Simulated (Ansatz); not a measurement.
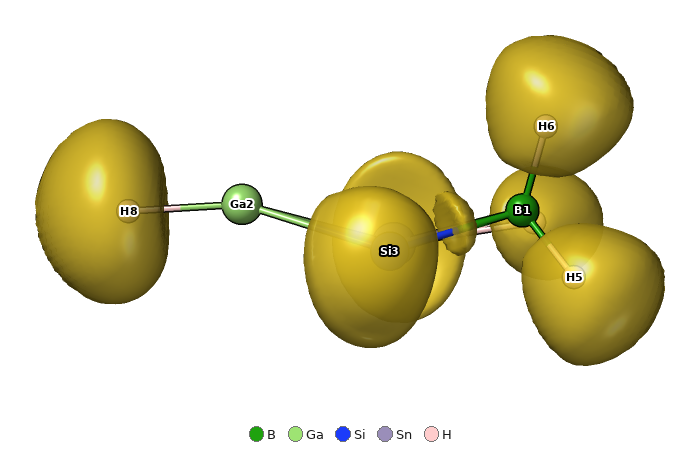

The picture shows: BGaH4SiSn. Isosurface of the ELF at 0.85 (yellow), seen from one side. Core shells and regions of very low density are left out.

Geometry: PBE0-D3(BJ)/def2-SVP; core potentials replace the inner electrons of Sn.

Level of theory: isolated molecule in a Gaussian basis; Kohn-Sham density functional theory, functional PBE0 in Ansatz.

Input file:

```
crystal:
  periodic: [false, false, false]
  atoms:
    - {symbol: B, position_ang: [-1.756414, 0.776877, -0.761433]}
    - {symbol: Ga, position_ang: [1.664086, 2.086556, 0.342357]}
    - {symbol: Si, position_ang: [-0.153876, 0.784417, 0.506619]}
    - {symbol: Sn, position_ang: [-0.883035, 3.169081, -0.290330]}
    - {symbol: H, position_ang: [-2.605469, 0.288626, -0.036625]}
    - {symbol: H, position_ang: [-1.542133, 0.279732, -1.845062]}
    - {symbol: H, position_ang: [-2.309377, 1.933190, -1.005853]}
    - {symbol: H, position_ang: [2.957337, 2.792273, 0.860215]}
basis:
  gaussian: {orbitals: def2-TZVPD}
hamiltonian: {xc: {name: PBE0}}
output: {forces: true, orbitals: {seedname: orbitals}}
```

Launched as:

```sh
ansatz run input.yaml --threads 2 --pin off --max-ram 4350MiB --events-out events.jsonl --progress --plain --runs-dir runs
```

Identify the bonds, lone pairs and shells in this picture.

At this value the surface marks out one region between bonded B–Si atoms (shared pairs), four regions around hydrogen nuclei, one lobe on Si, pointing away from the bonds (lone pairs) and one lobe on Sn, pointing away from the bonds (lone pairs). Along the contacts the grid gives the following. Si–B (2.04 Å): the ELF peaks at about 0.90 between the atoms (a covalent bond). Ga–Si (2.24 Å): the ELF peaks at about 0.75 in the valence shell of Si, 1.0 Å from its nucleus, and is about 0.65 at the midpoint.
